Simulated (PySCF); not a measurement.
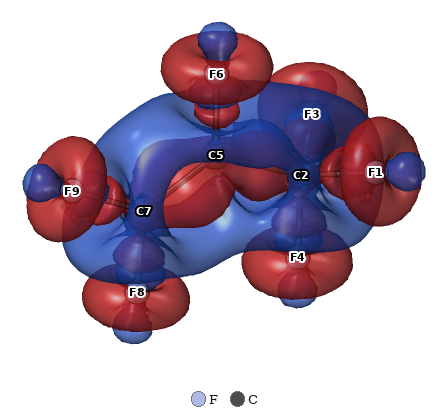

*C$_{3}$F$_{6}$, SMILES `FC(F)(F)C(F)=C(F)F`. Deformation density (molecule less spherical, spin-averaged free atoms at the same positions), surfaces at ±0.05 e/Å³; red: gain, blue: loss.*

PySCF calculation, PBE/def2-SVPD, gas phase; geometry: GFN2-xTB. No frequency check shows the geometry to be a minimum.

Input script:

```python
import numpy as np
from pyscf import gto, scf, dft
from pyscf.scf import atom_ks, atom_hf
from scipy.linalg import block_diag

def solve(mol, dm0=None, hcore=None):
    mf = (dft.UKS if mol.spin else dft.RKS)(mol, xc='pbe')
    mf.grids.level = 3
    mf = mf.density_fit(auxbasis='def2-universal-jkfit')
    mf.conv_tol, mf.max_cycle = 1e-8, 80
    if hcore is not None:
        mf.get_hcore = lambda *args: hcore
    mf.kernel(dm0)
    if not mf.converged:
        mf = mf.newton().run(mf.mo_coeff, mf.mo_occ, max_cycle=30)
    assert mf.converged, 'SCF not converged'
    return mf

mol = gto.M(atom='''
F      1.82785     0.25254     1.07108
C      1.12676    -0.12342     0.00082
F      1.82479     0.24360    -1.07760
F      1.07193    -1.45382     0.00612
C     -0.25447     0.50040     0.00051
F     -0.24012     1.83882     0.00030
C     -1.41479    -0.15527    -0.00015
F     -1.53471    -1.46009    -0.00028
F     -2.58807     0.43115    -0.00040
''', basis='def2-svpd', charge=0, spin=0, verbose=4)
mf = solve(mol)
mf.analyze()
# spherically averaged free atoms, for the promolecule
atm = atom_ks.get_atm_nrks(mol, xc='pbe')
pro = block_diag(*[(atm[a[0]][2] * atm[a[0]][3]) @ atm[a[0]][2].T for a in mol._atom])
np.savez('result.npz', e=mf.e_tot, c=mf.mo_coeff, occ=mf.mo_occ, eps=mf.mo_energy, pro=pro, dip=mf.dip_moment(verbose=0), s2=mf.spin_square()[0])
```

Command:

```sh
OMP_NUM_THREADS=1 python input.py
```

The run took 21 s on 1 thread of Intel(R) Xeon(R) 6975P-C (Granite Rapids) (shared host), peak memory 0.68 GiB.

Partitions, critical points and surface values were worked out afterwards from this run's density.

**Describe the bonding that the map shows.**

C5–C7: +0.69 e/Å³ at the bond critical point (bond length 1.33 Å). C2–C5: +0.57 e/Å³ at the bond critical point (bond length 1.52 Å). F1–C2: +0.15 e/Å³ at the bond critical point (bond length 1.33 Å). C2–F4: +0.15 e/Å³ at the bond critical point (bond length 1.33 Å). C2–F3: +0.15 e/Å³ at the bond critical point (bond length 1.34 Å). C7–F8: +0.11 e/Å³ at the bond critical point (bond length 1.31 Å); up to 0.6 Å beside the axis the gain reaches +0.30 e/Å³. C7–F9: +0.10 e/Å³ at the bond critical point (bond length 1.31 Å); up to 0.6 Å beside the axis the gain reaches +0.30 e/Å³. C5–F6: +0.01 e/Å³ at the bond critical point (bond length 1.34 Å); up to 0.6 Å beside the axis the gain reaches +0.23 e/Å³. In all, 2.0 electrons gather in the regions of gain relative to the promolecule. A small or negative value marks a very polar bond, one between electron-rich atoms, whose free-atom densities already overlap strongly, a long bond to a heavier atom, or a closed-shell contact such as a hydrogen bond.

**Where do the Hirshfeld charges lie?**

The highest Hirshfeld charge is on C2 (+0.24 e), the lowest on F1 and F3 (−0.09 e).
